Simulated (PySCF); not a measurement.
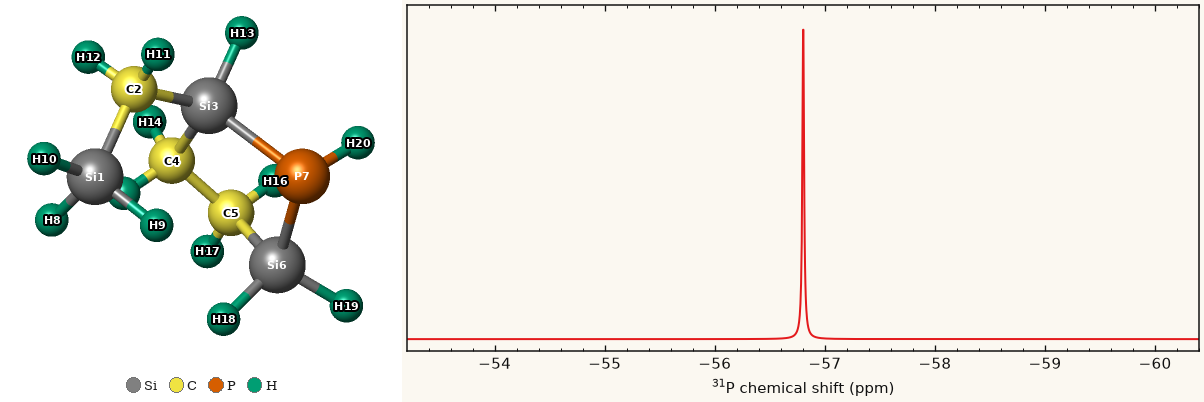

Spectrum and numbered structure of C₃H₁₃PSi₃, SMILES [SiH3]C[Si@@H]1CC[SiH2]P1. GIAO shifts, PBE0/pcSseg-1 (IEF-PCM tetrahydrofuran) in PySCF 2.14.0, at a PBE0-D3(BJ)/def2-SVP geometry (no frequency check), against PH₃ for ³¹P computed at the same level (³¹P: the usual scale starts at 85 % H₃PO₄ instead). fully decoupled, line heights follow the number of nuclei, widths are arbitrary (no quadrupolar broadening); values of one conformer, averaged over methyl-type rotors and exact or near symmetry; other conformers aren't averaged in.

Q: Where does the ³¹P line lie?

A: At −56.8 ppm (P7).
